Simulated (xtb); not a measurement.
Geometry relaxation of CH5FGaN (part 3 of 3)

CH5FGaN, SMILES [CH3][Ga]([NH2])[F]; GFN-FF (xtb 6.7.1 later snapshot). The geometry comes from this level: GFN2-xTB.

Geometry of the input (Å):
```
C  -0.3399  1.5536  -0.4105
Ga 0.2314  -0.3824  -0.2742
N  -0.0449  -1.7385  0.9390
F  1.0873  -1.0273  -1.6734
H  -0.5416  1.7724  -1.4592
H  0.4631  2.2033  -0.0633
H  -1.2317  1.7318  0.1871
H  -0.1673  -1.5547  1.9266
H  0.5437  -2.5581  0.8279
```

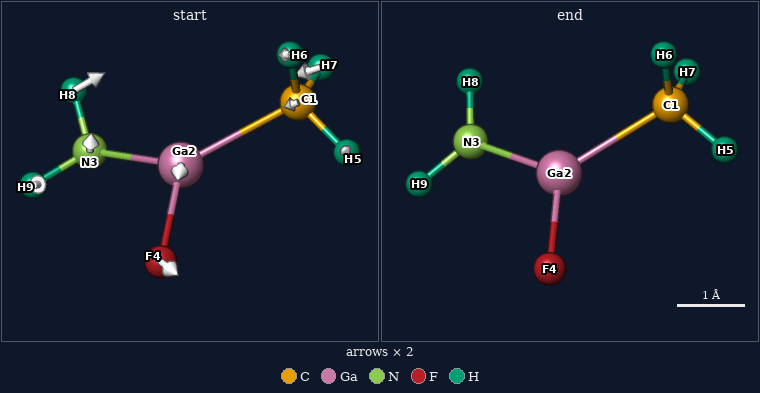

*Before (left) and after (right) the relaxation, at one scale (ball-and-stick view, seen at a tilt). The white arrows give the displacements, magnified 2 times.*

The energy falls by 3.54 kcal/mol in 13 geometry steps. The largest move after the best rigid fit is that of H8, 0.28 Å. By element the largest moves are H 0.28 Å, F 0.25 Å, Ga 0.19 Å, N 0.17 Å, C 0.13 Å. Distances before and after: C1–Ga2 2.023 → 1.964 Å, Ga2–N3 1.840 → 1.887 Å, N3–H9 1.015 → 1.004 Å, Ga2–F4 1.762 → 1.752 Å. Among the angles that change: C1–Ga2–N3 135.0° → 121.8°, N3–Ga2–F4 109.1° → 121.7°, H8–N3–H9 108.9° → 121.4°. (Atoms are counted from 1 in the order of the input.)

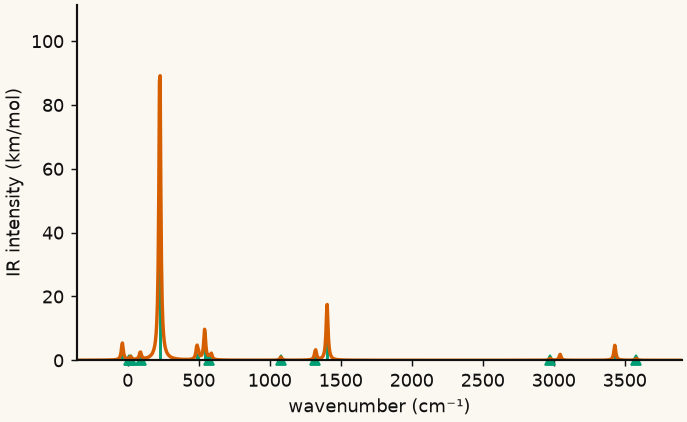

*Harmonic infrared spectrum, unscaled: sticks (degenerate modes added up, dark ones marked on the axis) with a Lorentzian envelope of 16 cm⁻¹ full width, scaled to the tallest stick; imaginary modes are drawn at negative wavenumbers.*

21 modes from 38i to 3583 cm⁻¹, 1 imaginary beyond 8i (38i cm⁻¹): not a clean minimum; so soft a mode can be a shallow saddle, an incomplete relaxation or noise of the force constants. The strongest line is at 226 cm⁻¹ (89 km/mol).

Results in brief:

| quantity | value |
| --- | --- |
| outcome | converged |
| total energy | −1.199032 hartree |
| dispersion energy | −0.002862 hartree |
| zero-point energy | 0.058244 hartree |
| dipole moment | 3.28 D |
| wavenumbers, lowest and highest | 38i and 3583 cm⁻¹ |
| peak memory | 0.079 GiB |
